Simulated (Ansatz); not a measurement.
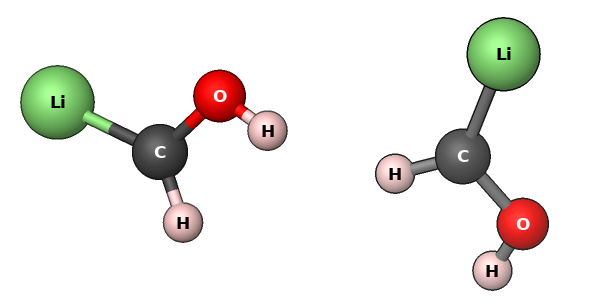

Two views of one molecule.

The species is neutral and a spin doublet.

**What is the molecular formula?**

CH₂LiO, 5 atoms: 1 carbon, 2 hydrogen, 1 lithium and 1 oxygen.

**Give the symmetry (Schoenflies symbol).**

Cs.

**How many bonds of each kind are drawn?**

1 C–Li, 1 O–H, 1 C–O, 1 C–H. Sticks follow a distance rule.

**How many sets of symmetry-equivalent atoms are there?**

5: 1 Li, 1 C, 1 O, 1 H, 1 H.

The parts below concern this one geometry. Atoms keep their numbers from picture to picture. The geometry was computed by an optimisation with PBE0-D4/def2-TZVP. No frequency run is at hand to confirm it as a minimum.

Shape

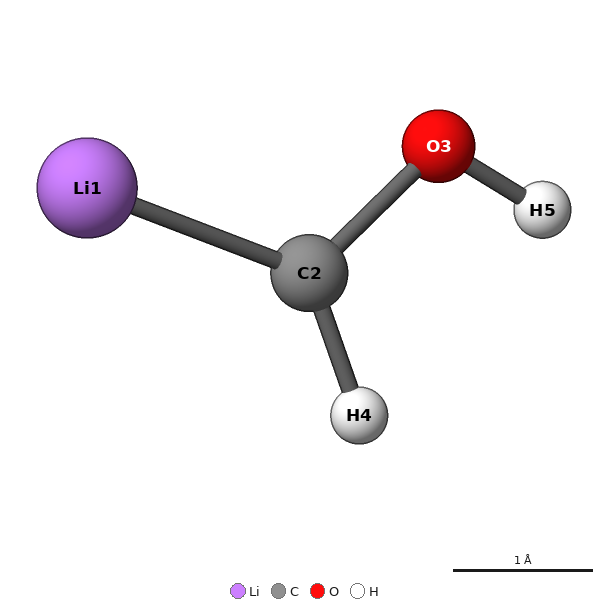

Atoms carry their numbers in the input. No frequency run is at hand to confirm it as a minimum.

What are the angles Li1–C2–O3, Li1–C2–H4, O3–C2–H4, C2–O3–H5?

| angle | degrees |
| --- | --- |
| Li1–C2–O3 | 120.3 |
| Li1–C2–H4 | 130.4 |
| O3–C2–H4 | 109.3 |
| C2–O3–H5 | 110.6 |

Dipole moment

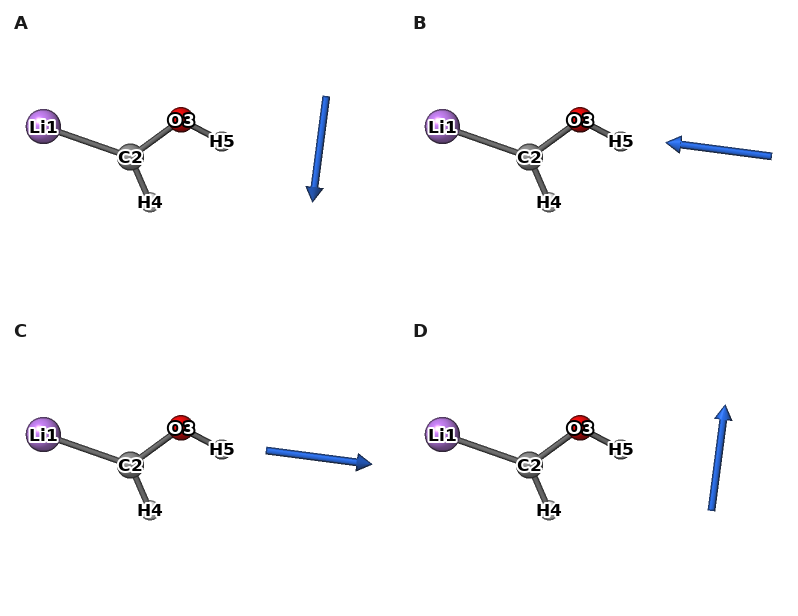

The same molecule four times, each with an arrow. No frequency run is at hand to confirm it as a minimum. Level of theory: UKS PBE0-D4/def2-TZVP (Ansatz 0.2.0).

**Which arrow points along the dipole moment, from the negative to the positive end?**

B. The dipole moment is 4.10 D; it points from the side of H5 to the side of Li1 (the outermost atoms at the two ends).

Electronic properties

No frequency run is at hand to confirm it as a minimum. Properties computed with UHF-CCSD(T), frozen core/def2-TZVPP (Ansatz 0.2.0).

What does the calculation give?

- ⟨S²⟩ of the determinant: 0.762
- T1 diagnostic: 0.017

Charges

The questions are on Mulliken charges. No frequency run is at hand to confirm it as a minimum. Properties computed with UKS PBE0-D4/def2-TZVP (Ansatz 0.2.0).

**Which atom carries the highest charge (most positive or least negative)?**

Li1 (0.71 e).

**And the lowest?**

C2 (−0.68 e).

Give the Mulliken charges atom by atom.

```csv
atom,value (e)
Li1,0.71
C2,−0.68
O3,−0.40
H4,0.07
H5,0.29
```

Mulliken values depend strongly on the basis set and can even reverse the polarity of a bond.
